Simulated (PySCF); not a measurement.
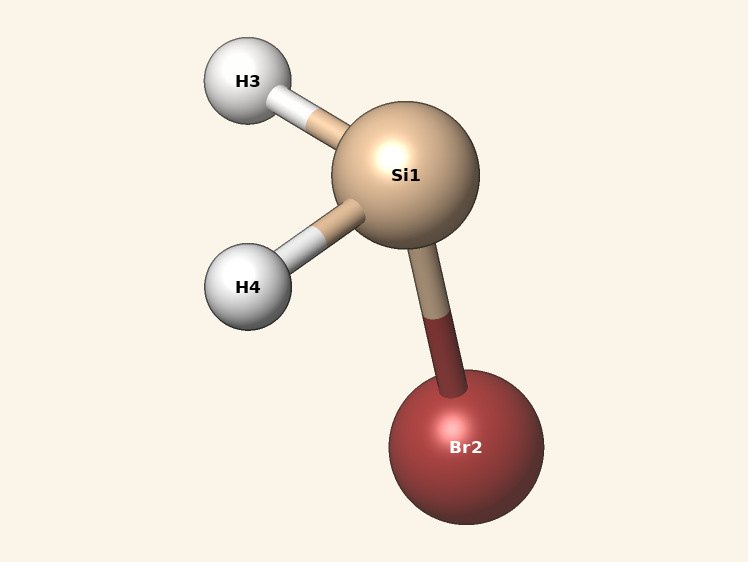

The species has charge −1 and is a spin singlet. The computed structure is the end point of a PBE0-D3(BJ)/def2-SVP optimisation. No frequency run is at hand to confirm it as a minimum. Level of theory: delta-SCF UKS SCAN, pcX-2 on the ionised atom, pcseg-1 elsewhere, spin-free X2C (PySCF 2.14.0).

Give the core-electron binding energies (to vacuum; p and d levels without spin–orbit splitting) of Si1 1s, Si1 2p.

```tsv
atom	level	binding energy (eV)
Si1	1s	1840.5
Si1	2p	100.9
```
